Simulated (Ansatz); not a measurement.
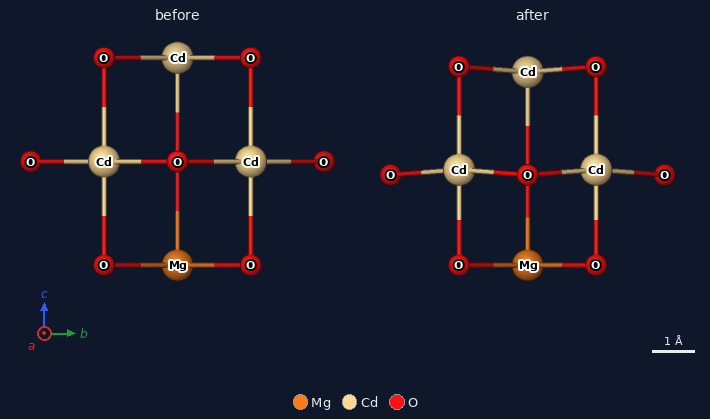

The structure of crystalline MgCd2O3 (a generated structure, set up in I4/mmm) (coarse preliminary run) before (left) and after (right) a relaxation, at one scale.

A ball-and-stick model of the atoms within 4.2 Å of the atom that moves most (axes of the conventional cell (2 times the calculation's cell)), seen along the a axis. Lengths and directions refer to the drawn axes.

The calculation used Ansatz, DFT PBE, scalar-relativistic, plane waves, PAW.

Input
```yaml
crystal:
  lattice:
    - [-1.75787159, 1.75787159, 7.45801755]
    - [1.75787159, -1.75787159, 7.45801755]
    - [1.75787159, 1.75787159, -7.45801755]
  atoms:
    - { symbol: Mg, position: [0.5, 0.5, 0.0] }
    - { symbol: Cd, position: [0.83333333, 0.83333333, 0.0] }
    - { symbol: Cd, position: [0.16666667, 0.16666667, 0.0] }
    - { symbol: O, position: [0.0, 0.0, 0.0] }
    - { symbol: O, position: [0.66666667, 0.66666667, 0.0] }
    - { symbol: O, position: [0.33333333, 0.33333333, 0.0] }
basis:
  ecutwfc: 420
kpoints:
  mp_grid: { grid: [8, 8, 8] }
hamiltonian:
  xc: pbe
scf:
  occupations: { method: gaussian, width: 0.1 }
  lower_state_search: "off"
output:
  forces: true
  stress: true
  eigenvalues: true
relax:
  adjacent_minimum: "off"
  f_tol: 0.04
  max_steps: 70
  cell: { stress_tol: 0.4 }
```

Launched with:
```bash
ansatz run input.yaml --threads 1 --pin off --max-ram 2560MiB --backend cpu --events-out ev --progress --plain --runs-dir out
```

Question: Summarise the run.

Answer: The energy falls by 203 meV per atom in 5 accepted moves (7 points after the start). The largest force component goes from 0.52 to 0.0066 eV/Å. Pressure: −16.74 GPa at the start and 0.02 GPa at the end. The SCF was repeated twice at an unchanged geometry on a basis and grid sized afresh for the cell, which shifted the energy by 3.4 meV per atom at most. The largest moves relative to the cell, 0.15 Å, are those of O5 and O6. O5 goes along −c. Largest moves by element: O 0.15 Å, Cd 0.02 Å. Mg stays in place. The volume changes by −18.9 %, with a = b 3.516 → 3.285 Å (−6.6 %), c 14.916 → 13.847 Å (−7.2 %). Some distances before and after: Mg1–O5 2.486 → 2.163 Å, Cd3–O4 2.486 → 2.290 Å, Mg1–O4 2.486 → 2.323 Å, Cd2–O6 2.486 → 2.326 Å. Among the angles between lasting bonds that change: Cd3–O5–Cd3 180.0° → 173.7°, O5–Cd3–O5 180.0° → 173.7°, Cd2–O5–Cd3 90.0° → 86.9°. The space group stays I4/mmm (No. 139). The run took 100 s on 1 thread of Intel(R) Xeon(R) Processor @ 2.70GHz (shared host), peak memory 0.49 GiB.
